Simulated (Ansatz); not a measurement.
```yaml
atoms:
  - { symbol: C, position_ang: [0.4796, -0.6080, -0.6794] }
  - { symbol: Al, position_ang: [0.8211, -0.1490, 1.0546] }
  - { symbol: F, position_ang: [2.1691, -0.6516, 1.9694] }
  - { symbol: H, position_ang: [1.0893, -1.2467, -1.3199] }
  - { symbol: H, position_ang: [-0.4127, -0.2381, -1.1904] }
  - { symbol: H, position_ang: [-0.0822, 0.7991, 2.0076] }
```

Geometry: PBE0-D4/def2-TZVPD; the highest occupied orbital lies above zero, a sign that basis and functional describe the outermost electron poorly.

Computed with RKS PBE0-D4/def2-TZVPPD in Ansatz 0.2.0.

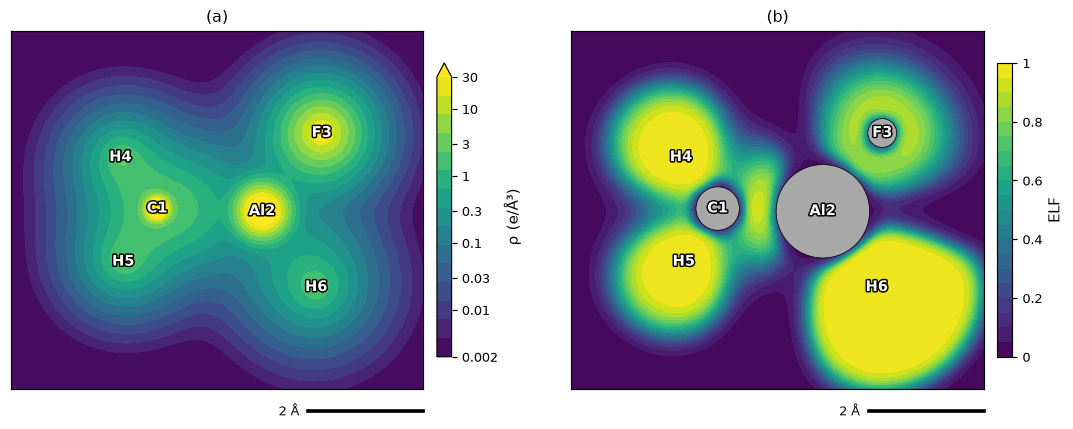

CH3AlF (charge −1). (a) electron density; (b) electron localisation function on the molecular plane. Grey discs cover the atomic cores in the ELF map.

Describe what can be read from this map.

Answer. Atoms in the plane: C, Al, F and H.
Al–F (1.70 Å): ρ at the midpoint is about 0.79 e/Å³; the ELF peaks at about 0.85 in the valence shell of F, 0.6 Å from its nucleus, and is about 0.40 at the midpoint.
C–Al (1.83 Å): ρ is about 0.81 e/Å³ halfway; the ELF peaks at about 0.95 between the atoms, as expected for a shared but strongly polarised pair.
C–H (1.09 Å): ρ is about 1.9 e/Å³ halfway; the ELF climbs to about 1 towards the hydrogen, as it does in any bond to H (a covalent bond by its length).
Al–H (1.62 Å): the density is about 0.5 e/Å³ at the midpoint; the ELF climbs to about 1 towards the hydrogen.
The ELF also peaks beside F3, away from the bonds: lone-pair regions.
